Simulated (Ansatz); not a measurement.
Ti (P6_3/mmc, No. 194): the geometry relaxed with DFT, revPBE, plane waves (420 eV) with PAW, scalar-relativistic in Ansatz; the starting structure was generated, so it need not be a known form of this composition.

```yaml
crystal:
  lattice:
    - [2.95485, 0.00000, 0.00000]
    - [-1.47743, 2.55898, 0.00000]
    - [0.00000, 0.00000, 9.45560]
  atoms:
    - { symbol: Ti, position: [0.00000, 0.00000, 0.00000] }
    - { symbol: Ti, position: [0.00000, 0.00000, 0.50000] }
    - { symbol: Ti, position: [0.33333, 0.66667, 0.25000] }
    - { symbol: Ti, position: [0.66667, 0.33333, 0.75000] }
```

What will a dark-field STEM-like image along [201] show? The image is simulated as a sum over atoms of Z^1.7, blurred by a 0.50 Å probe (no channelling).

The columns repeat on a centred rectangular net of 2.51 × 5.12 Å (plane group c2mm). The brightest columns hold 2 Ti per repeat; in falling brightness follow 1 Ti (about 50 %). Brightness is counted from the darkest point of the image. The closest visible columns (Ti and Ti) are 0.85 Å apart in projection. Along the beam the structure repeats every 11.15 Å.

| column | atoms along the beam per repeat | peak brightness |
| --- | --- | --- |
| Ti | 2 Ti | 100 % |
| Ti | 1 Ti | 50 % |

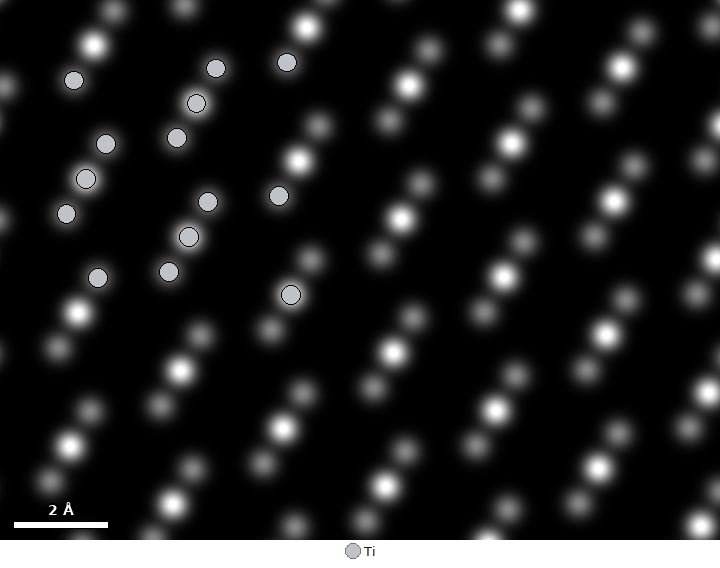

The simulated image, with the columns of the model marked in one corner.
